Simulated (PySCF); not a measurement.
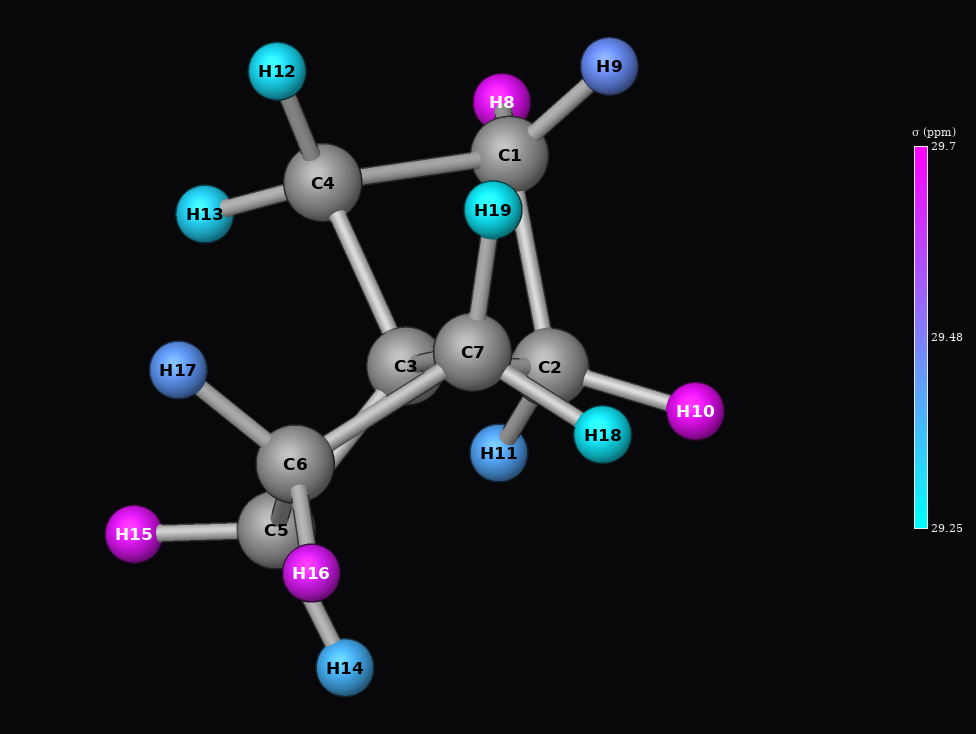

Atoms are coloured by their isotropic NMR shieldings (H only, the others grey). The computed structure is the end point of a PBE0-D3(BJ)/def2-SVP optimisation. No frequency run is at hand to confirm it as a minimum. Level of theory: GIAO PBE0/pcSseg-1 NMR shielding, non-relativistic, IEF-PCM acetone (PySCF 2.14.0).

Question: Which H atom is the most shielded (lowest chemical shift)?

Answer: H8, H10, H15 (29.66 to 29.67 ppm).

Question: Which H atom is the least shielded (highest chemical shift)?

Answer: H12, H18, H19 (29.28 to 29.30 ppm).

Question: How wide is the range of H shifts?

Answer: 0.39 ppm.

Give the isotropic NMR shieldings of the H atoms atom by atom.

```
atom  σ (ppm)
  H8    29.67
  H9    29.44
 H10    29.67
 H11    29.40
 H12    29.30
 H13    29.31
 H14    29.38
 H15    29.66
 H16    29.65
 H17    29.42
 H18    29.28
 H19    29.28
```
